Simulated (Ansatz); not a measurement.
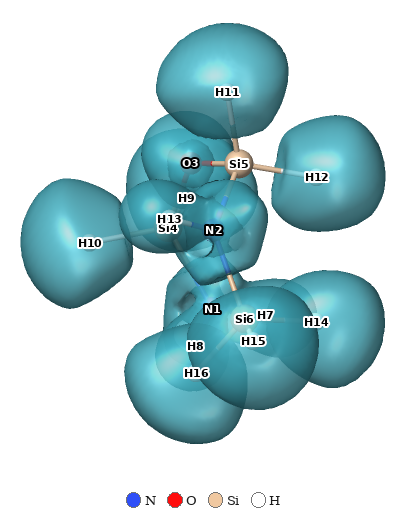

H$_{10}$N$_{2}$OSi$_{3}$ (SMILES N[SiH2]O[SiH2]N[SiH3]). Isosurface of the electron localisation function at 0.75 (cyan), seen at an oblique angle. Core shells and regions of very low density are left out.

Geometry: PBE-D3(BJ)/def2-SVP.

The calculation used isolated molecule in a Gaussian basis; Kohn-Sham density functional theory, functional PBE0 in Ansatz 0.2.0.

```tsv
atom	x (Å)	y (Å)	z (Å)
N	-1.0806	-1.4275	1.0707
N	0.7975	1.6165	2.2200
O	-1.8926	0.7630	2.7678
Si	-1.9939	-0.8900	2.4411
Si	-0.9126	1.9895	2.1818
Si	1.7537	0.8225	0.9855
H	-1.3577	-1.2223	0.1093
H	-0.0851	-1.6487	1.1379
H	-3.4431	-1.1767	2.1883
H	-1.4643	-1.6322	3.6319
H	-1.1577	3.1731	3.0666
H	-1.2489	2.2741	0.7461
H	1.2553	1.7386	3.1300
H	1.0203	0.9593	-0.3176
H	3.1137	1.4602	0.8819
H	1.9877	-0.6504	1.2426
```

Q: Identify the bonds, lone pairs and shells in this picture.

A: The ELF exceeds this value in seven regions around hydrogen nuclei, one region on O in which the atom's valence shell and bonds are merged and two joined regions spread over several atoms (H, N), in which their bonds and any lone pairs are merged. Profiles from the grid: Si–O (1.68 Å): the ELF peaks at about 0.85 between the atoms, as expected for a shared but strongly polarised pair. Si–N (1.73 Å): the ELF peaks at about 0.90 between the atoms; a polar covalent bond.
